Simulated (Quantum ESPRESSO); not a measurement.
# MgS (Niningerite): how pressure shifts the optical phonon

By how much does an optical zone-centre mode of MgS (Niningerite) shift under hydrostatic pressure?

Program: Quantum ESPRESSO 7.5. Level of theory: DFT LDA, scalar-relativistic, plane waves, GBRV ultrasoft pseudopotentials. Results are calculated unless marked as measured.

## (1) The relaxed structure

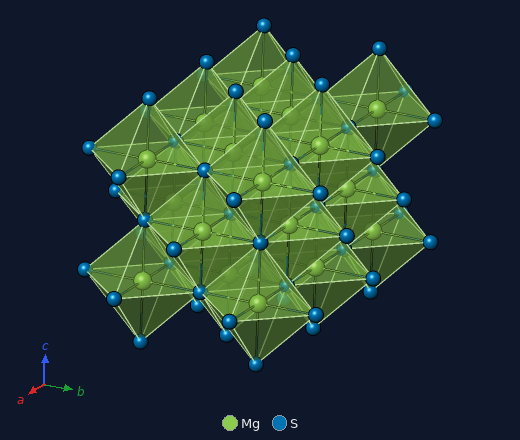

The cell as given, from a free direction (magnesium green, sulfur blue). 2×1×1 cells are drawn. This picture shows the conventional cell, with its axes. Some periodic images of atoms are drawn too.

Structure file:

```xyz
2
Lattice="-2.5640 0.0000 2.5640 0.0000 2.5640 2.5640 -2.5640 2.5640 0.0000" Properties=species:S:1:pos:R:3 pbc="T T T"
Mg    0.0000    0.0000    0.0000
S    -2.5640    2.5640    2.5640
```

This is the cell after its relaxation at this level of theory, not the database cell from which that began.

## (2) Runs at several volumes

The relaxed cell is scaled uniformly; in this structure symmetry fixes all atoms, so nothing has to be relaxed anew. Each volume gets a ground state and a response at Γ. The mode followed is the highest one without the macroscopic field, of symmetry T1u; longitudinal polar modes lie higher. Cutoff 55 Ry, k mesh 8×8×8.

From the response at V/V₀ = 0.94:

The log of the run:

```text
[banners, grids, parts of the stress and lines that vanish by symmetry left out]
Program PHONON v.7.5
     Reading xml data from directory:

[...]
Exchange-correlation= PZ
                           (   1   1   0   0   0   0   0)
[...]
kinetic-energy cut-off    =      55.0000  Ry
     charge density cut-off    =     440.0000  Ry
     convergence threshold     =      1.0E-18
[...]
Exchange-correlation= PZ
                           (   1   1   0   0   0   0   0)
[...]
q = (   0.0000000   0.0000000   0.0000000 )
     49 Sym.Ops. (with q -> -q+G )
     G cutoff =  502.1760  (  33487 G-vectors)     FFT grid: ( 45, 45, 45)
     G cutoff =  251.0880  (  11791 G-vectors)  smooth grid: ( 32, 32, 32)
     number of k points=    29
[...]
Mode symmetry, O_h (m-3m)  point group:
[...]
Dielectric constant
[...]
End of electric fields calculation
          Dielectric constant in cartesian axis
          (       5.671079962       0.000000000       0.000000000 )
          (       0.000000000       5.671079962      -0.000000000 )
          (       0.000000000      -0.000000000       5.671079962 )
          Effective charges (d Force / dE) in cartesian axis without acoustic sum rule applied (asr)
           atom    1  Mg    Mean Z*:        2.23837
      Ex  (        2.23837        0.00000        0.00000 )
      Ey  (        0.00000        2.23837       -0.00000 )
      Ez  (        0.00000       -0.00000        2.23837 )
           atom    2  S     Mean Z*:       -2.25042
      Ex  (       -2.25042        0.00000        0.00000 )
      Ey  (        0.00000       -2.25042       -0.00000 )
      Ez  (        0.00000       -0.00000       -2.25042 )
          Effective charges Sum: Mean:       -0.01205
[...]
Effective charges (d Force / dE) in cartesian axis with asr applied:
           atom    1  Mg    Mean Z*:        2.24439
[...]
atom    2  S     Mean Z*:       -2.24439
[...]
Representation #   1 modes #   1   2   3
[...]
End of self-consistent calculation
     Convergence has been achieved
     Representation #   2 modes #   4   5   6
[...]
End of self-consistent calculation
     Convergence has been achieved
[...]
Dielectric constant in cartesian axis
          (       5.671079962       0.000000000       0.000000000 )
          (       0.000000000       5.671079962      -0.000000000 )
          (       0.000000000      -0.000000000       5.671079962 )
          Effective charges (d Force / dE) in cartesian axis without acoustic sum rule applied (asr)
           atom    1  Mg    Mean Z*:        2.23837
      Ex  (        2.23837        0.00000        0.00000 )
      Ey  (        0.00000        2.23837       -0.00000 )
      Ez  (        0.00000       -0.00000        2.23837 )
           atom    2  S     Mean Z*:       -2.25042
      Ex  (       -2.25042        0.00000        0.00000 )
      Ey  (        0.00000       -2.25042       -0.00000 )
      Ez  (        0.00000       -0.00000       -2.25042 )
          Effective charges Sum: Mean:       -0.01205
[...]
Effective charges (d Force / dE) in cartesian axis with asr applied:
           atom    1  Mg    Mean Z*:        2.24439
[...]
atom    2  S     Mean Z*:       -2.24439
[...]
q = (    0.000000000   0.000000000   0.000000000 )
[...]
freq (    1) =      -0.332678 [THz] =     -11.096946 [cm-1]
     freq (    2) =      -0.332678 [THz] =     -11.096946 [cm-1]
     freq (    3) =      -0.332678 [THz] =     -11.096946 [cm-1]
     freq (    4) =       8.856143 [THz] =     295.409128 [cm-1]
     freq (    5) =       8.856143 [THz] =     295.409128 [cm-1]
     freq (    6) =       8.856143 [THz] =     295.409128 [cm-1]
[...]
Mode symmetry, O_h (m-3m)  point group:
     freq (   1-   3) =        -11.1  [cm-1]   --> T_1u G_15  G_4- I
     freq (   4-   6) =        295.4  [cm-1]   --> T_1u G_15  G_4- I

   JOB DONE.
```

One volume, V/V₀ = 1.03, is held back as a test.

```tsv
V/V₀	volume (Å³/atom)	pressure (GPa)	ω (cm⁻¹)
0.94	15.845	5.90	295.41
0.97	16.351	2.74	273.52
1	16.857	0.04	252.26
1.03	17.363	-2.29	held back
1.06	17.868	-4.28	211.70
```

## (3) The fit

The mode Grüneisen parameter is γ = −d ln ω / d ln V.

```tsv
ln(V/V₀)	ln ω
-0.0619	5.6884
-0.0305	5.6114
0.0000	5.5305
0.0583	5.3552
```

A straight line through these points has the slope -2.787, so γ = 2.79; at V/V₀ = 1.03 it predicts ω = exp(5.5226 − 0.0824) = 230.50 cm⁻¹.

A parabola of pressure against ln V through V/V₀ = 0.97, 1 and 1.03 gives the bulk modulus B = −dP/d ln V = 84 GPa at V₀. With ω₀ from the fitted line the pressure coefficient follows as dω/dP = γ ω₀ / B = 2.79 × 250.3 / 84 = 8.34 cm⁻¹/GPa.

## (4) The run that was held back

The log of the run:

```text
[banners, grids, parts of the stress and lines that vanish by symmetry left out]
[banner, memory and clock lines left out]
Program PHONON v.7.5

[...]
Exchange-correlation= PZ
                           (   1   1   0   0   0   0   0)
[...]
kinetic-energy cut-off    =      55.0000  Ry
     charge density cut-off    =     440.0000  Ry
     convergence threshold     =      1.0E-18
[...]
Exchange-correlation= PZ
                           (   1   1   0   0   0   0   0)
[...]
q = (   0.0000000   0.0000000   0.0000000 )
     49 Sym.Ops. (with q -> -q+G )
     G cutoff =  533.7389  (  36613 G-vectors)     FFT grid: ( 48, 48, 48)
     G cutoff =  266.8695  (  12939 G-vectors)  smooth grid: ( 36, 36, 36)
     number of k points=    29
[...]
Mode symmetry, O_h (m-3m)  point group:
[...]
Dielectric constant
[...]
End of electric fields calculation
          Dielectric constant in cartesian axis
          (       5.645610619      -0.000000000      -0.000000000 )
          (      -0.000000000       5.645610619       0.000000000 )
          (      -0.000000000       0.000000000       5.645610619 )
          Effective charges (d Force / dE) in cartesian axis without acoustic sum rule applied (asr)
           atom    1  Mg    Mean Z*:        2.32674
      Ex  (        2.32674       -0.00000       -0.00000 )
      Ey  (       -0.00000        2.32674        0.00000 )
      Ez  (       -0.00000        0.00000        2.32674 )
           atom    2  S     Mean Z*:       -2.33699
      Ex  (       -2.33699       -0.00000        0.00000 )
[...]
Representation #   1 modes #   1   2   3
[...]
End of self-consistent calculation
     Convergence has been achieved
     Representation #   2 modes #   4   5   6
[...]
End of self-consistent calculation
     Convergence has been achieved
[...]
Dielectric constant in cartesian axis
          (       5.645610619      -0.000000000      -0.000000000 )
          (      -0.000000000       5.645610619       0.000000000 )
          (      -0.000000000       0.000000000       5.645610619 )
          Effective charges (d Force / dE) in cartesian axis without acoustic sum rule applied (asr)
           atom    1  Mg    Mean Z*:        2.32674
      Ex  (        2.32674       -0.00000       -0.00000 )
      Ey  (       -0.00000        2.32674        0.00000 )
      Ez  (       -0.00000        0.00000        2.32674 )
           atom    2  S     Mean Z*:       -2.33699
      Ex  (       -2.33699       -0.00000        0.00000 )
      Ey  (       -0.00000       -2.33699       -0.00000 )
      Ez  (        0.00000       -0.00000       -2.33699 )
          Effective charges Sum: Mean:       -0.01025
[...]
Effective charges (d Force / dE) in cartesian axis with asr applied:
           atom    1  Mg    Mean Z*:        2.33186
[...]
atom    2  S     Mean Z*:       -2.33186
[...]
q = (    0.000000000   0.000000000   0.000000000 )
[...]
freq (    1) =      -0.351293 [THz] =     -11.717877 [cm-1]
     freq (    2) =      -0.351293 [THz] =     -11.717877 [cm-1]
     freq (    3) =      -0.351293 [THz] =     -11.717877 [cm-1]
     freq (    4) =       6.943902 [THz] =     231.623655 [cm-1]
     freq (    5) =       6.943902 [THz] =     231.623655 [cm-1]
     freq (    6) =       6.943902 [THz] =     231.623655 [cm-1]
[...]
Mode symmetry, O_h (m-3m)  point group:
     freq (   1-   3) =        -11.7  [cm-1]   --> T_1u G_15  G_4- I
     freq (   4-   6) =        231.6  [cm-1]   --> T_1u G_15  G_4- I
```

It gives 231.62 cm⁻¹ against the predicted 230.50 cm⁻¹, a miss of 1 cm⁻¹.

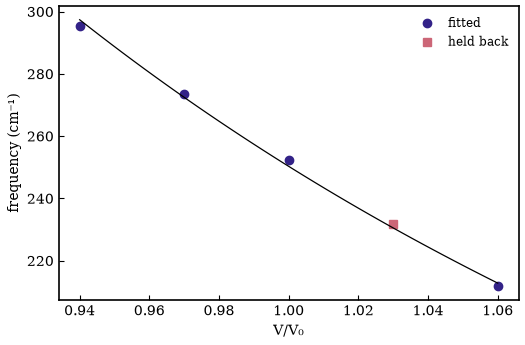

Frequency against volume, with the power-law fit.

## (5) What came out

| Item | Value |
| --- | --- |
| mode Grüneisen parameter | 2.787 |
| bulk modulus | 83.6 GPa |
| pressure coefficient | 8.34 cm⁻¹/GPa |

In words: The highest optical mode of MgS (Niningerite) without the LO-TO term stiffens by 8.34 cm⁻¹ a GPa near the relaxed volume, with γ = 2.79. The power law meets all 5 runs within 0.79 %; between neighbouring volumes γ runs from 2.45 to 3.13. Such a coefficient turns a measured shift of this mode into a hydrostatic stress; uniaxial or biaxial stress splits the mode and needs deformation potentials. The acoustic modes of the response miss zero by 12 cm⁻¹, a numerical error that can touch the optical modes as well. These are harmonic values at zero temperature for the structure held cubic, which a run at Γ can't show to be stable; the bulk modulus rests on three points.

[Host names and launcher messages were left out of these logs when they were recorded.]

[Logs are printed without paths, hosts, clocks, repeated set-up lines and the standing remarks that a program may print on its own settings, such as how far it seeks lower states.]

[Hosts, paths, dates, database ids (printed as entryN), source tags and the programs' standing remarks are cut or masked in the printed files.]
